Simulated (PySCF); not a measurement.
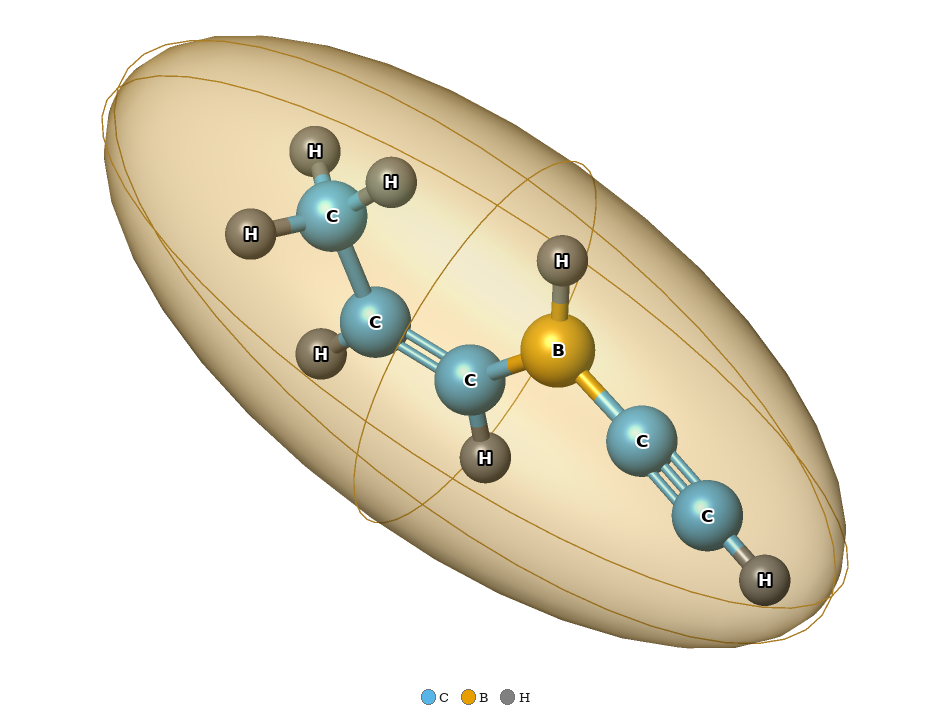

The ellipsoid shows the static dipole polarisability: its half-axes are proportional to the principal values. Computed geometry: GFN2-xTB optimisation. No frequency run is at hand to confirm it as a minimum. Method: B3LYP/def2-SVPD (PySCF 2.14.0).

Question: How large and how anisotropic is the polarisability?

Answer: Principal values 50.5, 62.5, 127.5 bohr³; mean 80.2 bohr³ (11.88 Å³); anisotropy 71.8 bohr³, so the longest axis is 2.52 times the shortest.

The geometry is semi-empirical. Around B such bond lengths and angles can be off by a tenth of an ångström or more and by several degrees, and values that hang on the shape move with them.
